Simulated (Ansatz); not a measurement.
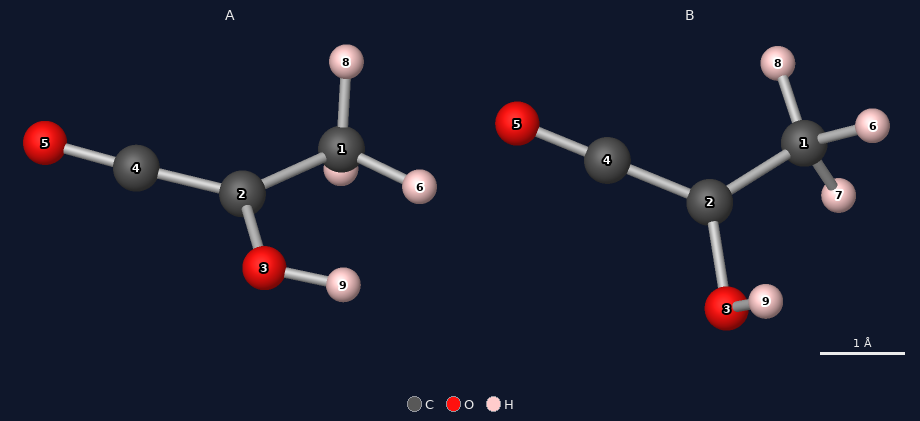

Two geometries of C3H4O2, drawn at one scale. One is the start of a relaxation, the other its converged end. A ball-and-stick model, seen from a free direction.

The calculation used Ansatz 0.2.0, RKS B3LYP/def2-SVP. (no spin polarisation; force threshold 0.015 eV/Å; at most 40 steps)

Q: Which geometry has the lower energy?

A: Structure B is the relaxed one. The run prepares an end point of a later path (torsion) calculation, from a guessed geometry. After 13 geometry steps the energy has fallen by 58.2 kJ/mol. Largest force component: 2.2 eV/Å at the start, 0.014 eV/Å at the end. The atom that moves furthest after the best rigid fit is H6 (0.77 Å). Largest moves by element: H 0.77 Å, O 0.71 Å, C 0.21 Å. Near-neighbour distances that change, for instance: C1–H7 1.050 → 1.104 Å, C1–H6 1.154 → 1.106 Å, C2–O3 1.353 → 1.390 Å, C1–H8 1.067 → 1.101 Å. Among the angles between lasting bonds that change: C1–C2–C4 130.2° → 122.7°, C2–C4–O5 171.9° → 178.9°, C2–O3–H9 112.9° → 108.1°. Groups turn about C2–O3 by about 75°, C1–C2 by about 60°.
